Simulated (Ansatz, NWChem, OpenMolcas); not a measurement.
## How methods differ on GeH3Cl (chlorogermane)

The species is GeH3Cl (5 atoms), meant as a singlet with charge 0. SMILES: `[Cl][GeH3]`. Geometry: relaxed at PBE0-D4/def2-TZVP.

| atom | x (Å) | y (Å) | z (Å) |
| --- | --- | --- | --- |
| Cl | -1.8758 | -0.0251 | 0.6413 |
| Ge | 0.1618 | -0.0139 | -0.0606 |
| H | 0.1604 | 0.6562 | -1.4381 |
| H | 0.6190 | -1.4737 | -0.1406 |
| H | 0.9845 | 0.7829 | 0.9567 |

Quantity: the HOMO–LUMO gap, in eV. The values are calculated.

```tsv
level	kind	program	value (eV)
BP86/def2-TZVP	GGA	NWChem	6.20
TPSS/def2-TZVP	meta-GGA	OpenMolcas	6.53
BHLYP/def2-TZVP	global hybrid	OpenMolcas	10.67
M06-2X/def2-TZVP	hybrid meta-GGA	OpenMolcas	10.77
r2SCAN0/def2-TZVP	hybrid meta-GGA	Ansatz	8.93
CAM-B3LYP/def2-TZVP	range-separated hybrid	NWChem	10.87
HSE06/def2-TZVP	range-separated hybrid	Ansatz	7.72
B2PLYP/def2-TZVP	double hybrid	Ansatz	10.94
```

All-electron rows without a relativistic Hamiltonian named are non-relativistic. The values span 6.20 to 10.94 eV. Orbital gaps aren't excitation energies, and those of double hybrids come from the SCF part alone; they tend to grow with the share of exact exchange.

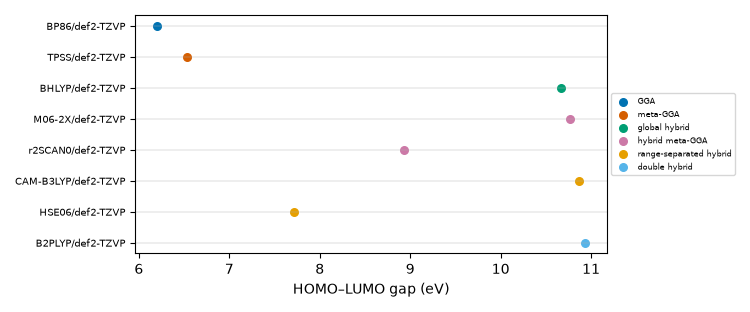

The values of the table, level by level.
